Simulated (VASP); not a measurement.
Band structure of CdCl2 (space group R-3m). All values below come from LDA (Ceperley-Alder, Perdew-Zunger), VASP's LDA PAW potentials (set 64) (plane waves; VASP).

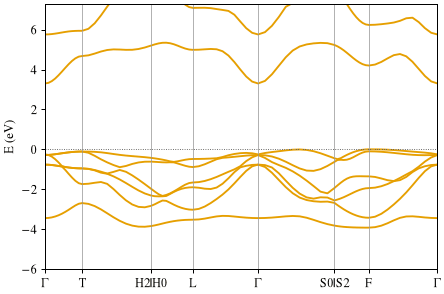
Figure. Bands along high-symmetry lines, zero at the valence-band maximum or, without a gap, the Fermi level

Q: Read the plot: is there a gap, and where are the band edges?

A: The gap is indirect, 3.30 eV, from the valence maximum at F to the conduction minimum at Γ. (Edges off the drawn lines would not show.)

The structure comes from a computed database's CdCl2 entry (R-3m); how it stands against other phases isn't given here. It was relaxed first, which changed the volume by -12 %.
